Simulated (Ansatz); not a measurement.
**SnSe: pressure series**

Consider SnSe in the GeS type structure (space group Pnma, No. 62; a = 11.5344 Å, b = 4.1208 Å, c = 4.5784 Å; layered, stacked along the Cartesian x axis).

Cell and atoms are relaxed at each pressure.

Calculations: Ansatz (a program for electronic structure) r2SCAN+rVV10, scalar-relativistic without spin-orbit coupling, earlier PAW set.

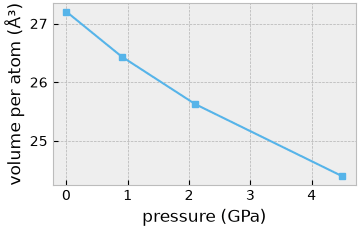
Figure: Volume per atom against pressure

### Question
From the plot, what is the volume per atom for pressure 4.5 GPa?

### Answer
About 24.4 Å³.

### Question
Is the trend monotonic over the range shown?

### Answer
Yes, it falls throughout, spanning 24.39 Å³ to 27.20 Å³.

Load acts through the strain it causes; cell and atoms are relaxed under it. Stability against distortions was not tested.
